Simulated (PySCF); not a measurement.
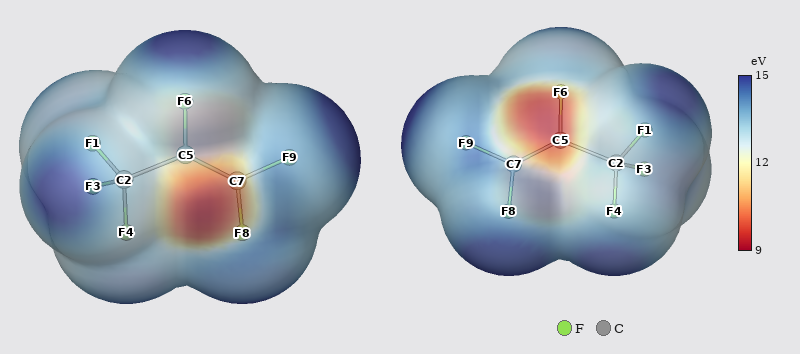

*C$_{3}$F$_{6}$, SMILES `FC(F)(F)C(F)=C(F)F`. Average local ionisation energy on the surface of electron density 0.001 a.u. (back view left, front view right).*

PySCF calculation, PBE/def2-SVPD, gas phase; geometry: GFN2-xTB. No frequency check shows the geometry to be a minimum.

### Where are the most loosely bound electrons on this surface?

The lowest value is 9.3 eV, off the C5–C7 bond (2.1 to 2.2 Å from its atoms), and at like points elsewhere. Further minima include 12.4 eV, 1.7 Å from F3; 12.6 eV, near F3 (1.77 Å) and F6 (1.98 Å). For comparison, the highest occupied orbital lies at −7.1 eV.

The PySCF run took 21 s on 1 thread of Intel(R) Xeon(R) 6975P-C (Granite Rapids), with other jobs on the host, peak memory 0.68 GiB.
